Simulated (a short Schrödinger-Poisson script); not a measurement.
Structure: symmetric double-gate stack, SiO2 on p-type Si(100), at 300 K.

| layer | material | thickness (nm) | Na (cm⁻³) |
|---|---|---|---|
| 1 | SiO2 | 0.72 | - |
| 2 | Si | 3 | 1e16 |
| 3 | SiO2 | 0.72 | - |

Constants are typed, rounded textbook-type inputs, not results; the design itself was drawn at random and stands for no fabricated device. SiO2: permittivity 3.9, conduction-band edge (eV) 3.15, gap (eV) 9, electron mass (mₑ) 0.5. Si: permittivity 11.7, conduction-band edge (eV) 0, gap (eV) 1.124, Nv at 300 K (cm⁻³) 3.1e19.

Channel valleys (confinement mass, in-plane density-of-states mass, number): Δ2 0.916, 0.19, 2; Δ4 0.19, 0.417, 4. At the gates, both at one voltage, the conduction-band edge of layer 1 lies 3.23 eV − eVg above the Fermi level of the channel. Gaps are held at their typed values at every temperature. Mesh 0.03 nm at interfaces.

Solved with a short Schrödinger-Poisson script written for these runs: 1D Poisson equation in equilibrium, electrons quantum, Hartree (BenDaniel-Duke, 12 states a valley, the channel's in-plane mass for all, wave functions free to enter the dielectric), parabolic valleys, classical holes, full ionisation, no traps, pinning or gate leakage.

Only gate voltages with over 1e8 electrons/cm² are shown.

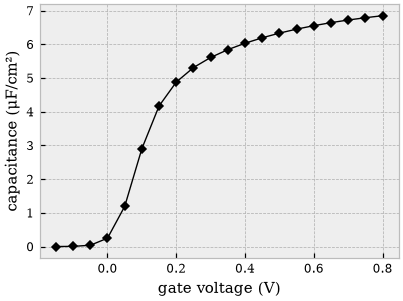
Quasi-static capacitance against gate voltage

| Vg (V) | electrons (cm⁻²) | C (μF/cm²) | Δ2 E0 (meV) | Δ2 E1 (meV) | Δ4 E0 (meV) | Δ4 E1 (meV) |
|---|---|---|---|---|---|---|
| -0.15 | 1.29e8 | < 0.003 | 270.9 | 393.2 | 366.9 | 786.6 |
| -0.05 | 6.12e9 | 0.0384 | 171.1 | 293.4 | 267.1 | 686.7 |
| 0.05 | 2.34e11 | 1.19 | 76.3 | 198.3 | 172.2 | 591.4 |
| 0.15 | 1.98e12 | 4.17 | 16.8 | 136.1 | 111.8 | 527.6 |
| 0.25 | 5.00e12 | 5.31 | -14.0 | 100.8 | 79.7 | 489.7 |
| 0.35 | 8.49e12 | 5.84 | -34.6 | 75.5 | 57.8 | 461.4 |
| 0.45 | 1.23e13 | 6.19 | -49.8 | 55.4 | 41.2 | 438.3 |
| 0.55 | 1.62e13 | 6.45 | -61.5 | 38.7 | 28.1 | 418.6 |
| 0.65 | 2.03e13 | 6.64 | -71.0 | 24.6 | 17.4 | 401.5 |
| 0.75 | 2.45e13 | 6.79 | -78.9 | 12.1 | 8.5 | 386.1 |

Subbands count from the Fermi level. The capacitance is that of both gates.
